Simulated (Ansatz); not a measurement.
# C$_{2}$H$_{6}$AlLiO (SMILES [Li][O][Al]([CH3])[CH3]): what the fields show

```xyz
11

C    -2.1193    0.0654    1.9408
C     0.8274    0.1046    0.3327
Al   -1.1437    0.0229    0.2232
Li   -2.7193   -0.1733   -2.6688
O    -1.9495   -0.0770   -1.2557
H    -1.8704    0.9745    2.5185
H    -3.2147    0.0365    1.8186
H    -1.8322   -0.7888    2.5814
H     1.1587    1.0386    0.8229
H     1.2274   -0.7203    0.9505
H     1.3194    0.0533   -0.6527
```

Geometry: B3LYP-D3(BJ)/def2-SVP.

These are results of Ansatz, isolated molecule in a Gaussian basis; Kohn-Sham density functional theory, functional PBE0, not measurements.

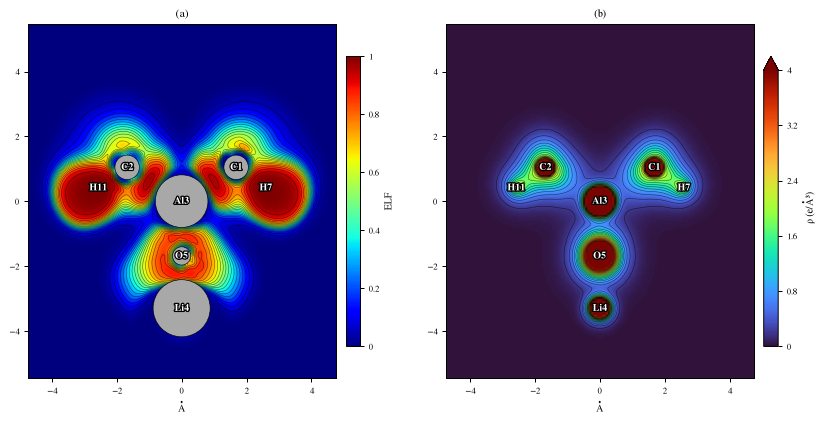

Figure 1. (a) ELF; (b) electron density on the plane of atoms C1, Al3 and C2. Grey discs cover the atomic cores in the ELF map.

Describe what can be read from this map.

Answer.
- The plane passes through C, Al, Li, O and H nuclei.
- Li–O (1.61 Å): ρ at the midpoint is about 0.84 e/Å³; the ELF peaks at about 0.85 in the valence shell of O, 0.6 Å from its nucleus, and falls to about 0.40 next to Li (an ionic contact with no shared pair).
- Al–O (1.69 Å): the density is about 0.95 e/Å³ at the midpoint; the ELF peaks at about 0.85 in the valence shell of O, 0.6 Å from its nucleus, and is about 0.50 at the midpoint.
- C–Al (1.98 Å): the density is about 0.69 e/Å³ at the midpoint; the ELF peaks at about 0.95 in the valence shell of C, 0.7 Å from its nucleus, and is about 0.85 at the midpoint.
- C–H (1.10 Å): the density is about 1.9 e/Å³ at the midpoint; the ELF climbs to about 1 towards the hydrogen, as it does in any bond to H: a covalent bond by its length.

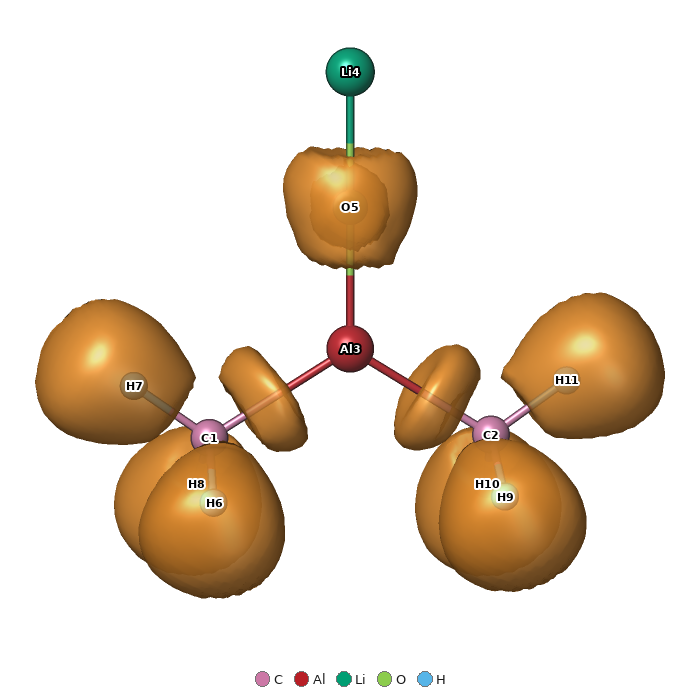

Figure 2. Isosurface of the ELF at 0.8 (orange), seen across its widest extent. Core shells and regions of very low density are left out.

What do the ELF domains correspond to?

Answer. At this value the surface marks out two regions between bonded Al–C atoms (shared pairs), six regions around hydrogen nuclei and one region wrapped around O (its valence shell).

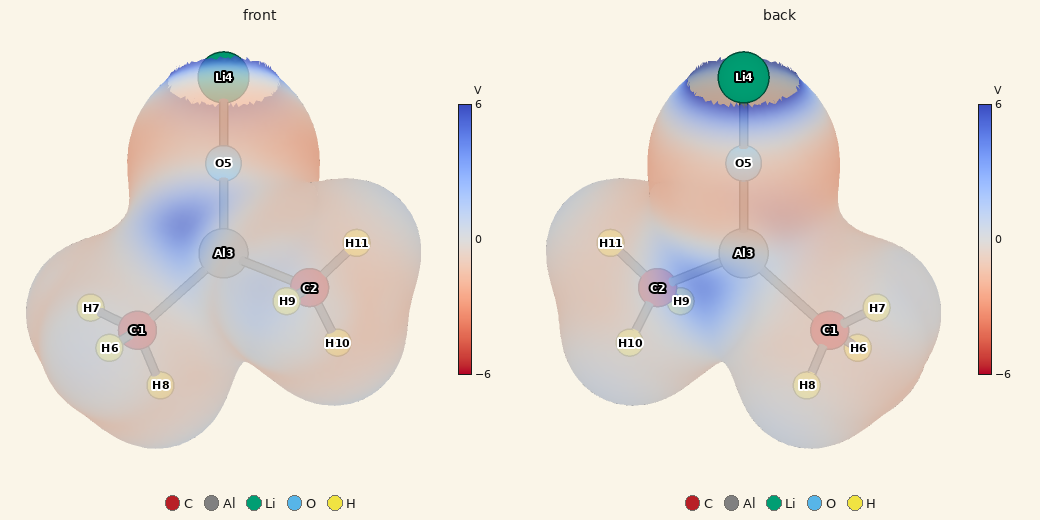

Figure 3. The electrostatic potential painted on the density surface at 0.004 e/bohr³, seen from the front and from behind; the colour scale runs from red (negative) to blue (positive).

Which sites attract a positive test charge, and which a negative one?

Answer. A positive charge is drawn to the negative regions and a negative charge to the positive ones. The most negative region (about −2.0 V, or −46 kcal/mol for a unit charge) lies over O5, the most positive (about +5.5 V, or +127 kcal/mol for a unit charge) over Li4. O5 is the likeliest acceptor of a hydrogen bond.
